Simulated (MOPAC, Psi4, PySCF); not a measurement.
Interaction energy of H4Ge ··· O2S (SMILES [GeH4] and O=S=O). Monomers: optimised at B3LYP-D3(BJ) (def2-TZVP), held rigid. Orientation: lowest of the rigid-body minima from ten starts at GFN2-xTB. R is the distance of the centres of mass, along which the second monomer moves.

Geometry at R = 3.00 Å (first 5 atoms: monomer A):
```
8

Ge     0.0000     0.0000     0.0000
H     -0.7875    -1.1377    -0.6667
H     -0.6323     1.3485    -0.3749
H      1.4574    -0.0342    -0.4836
H     -0.0376    -0.1767     1.5252
O      0.0027     0.6308    -2.7960
S     -0.0588    -0.7912    -3.0051
O      1.1500    -1.5629    -2.8916
```

Methods: HF/aug-cc-pVDZ, counterpoise-corrected (Psi4); RHF/3-21G = restricted Hartree-Fock/3-21G, no counterpoise correction run with PySCF; RKS-B3LYP/6-31G* = restricted B3LYP/6-31G*, spherical d, no counterpoise correction (PySCF 2.14.0); AM1, restricted, heats of formation (MOPAC); MP2/aug-cc-pVDZ = DF-MP2/aug-cc-pVDZ, frozen core, counterpoise-corrected (Psi4).

Interaction energies in kJ/mol (negative: bound); R is the distance of the centres of mass, d the H2···S7 distance.

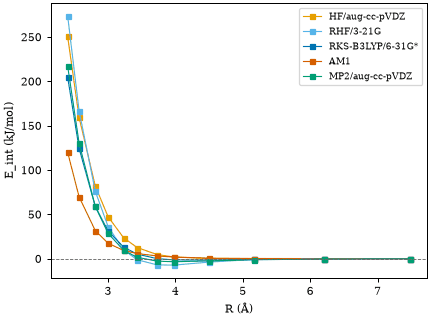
*Interaction energy against separation.*

```csv
R / Å,d / Å,HF/aug-cc-pVDZ,RHF/3-21G,RKS-B3LYP/6-31G*,AM1,MP2/aug-cc-pVDZ
2.40,1.94,250.64,273.99,204.78,119.96,217.44
2.57,2.09,159.31,166.64,124.31,69.65,130.18
2.81,2.30,81.90,76.08,59.00,31.66,58.83
3.00,2.47,47.25,36.16,31.13,17.34,28.58
3.23,2.69,23.56,9.90,13.02,9.18,9.40
3.43,2.87,12.49,-1.22,5.10,5.72,1.50
3.73,3.16,4.53,-7.13,-0.04,3.00,-2.89
3.98,3.39,1.78,-7.29,-1.46,1.75,-3.53
4.49,3.89,0.09,-4.00,-1.69,0.55,-2.61
5.16,4.54,-0.13,-0.98,-0.81,0.12,-1.29
6.20,5.56,-0.06,-0.09,-0.10,0.02,-0.42
7.48,6.82,-0.02,-0.03,0.00,0.01,-0.13
```

Lowest grid point: HF/aug-cc-pVDZ -0.13 kJ/mol at R = 5.16 Å; RHF/3-21G -7.29 kJ/mol at R = 3.98 Å; RKS-B3LYP/6-31G* -1.69 kJ/mol at R = 4.49 Å; AM1 0.01 kJ/mol at R = 7.48 Å; MP2/aug-cc-pVDZ -3.53 kJ/mol at R = 3.98 Å.
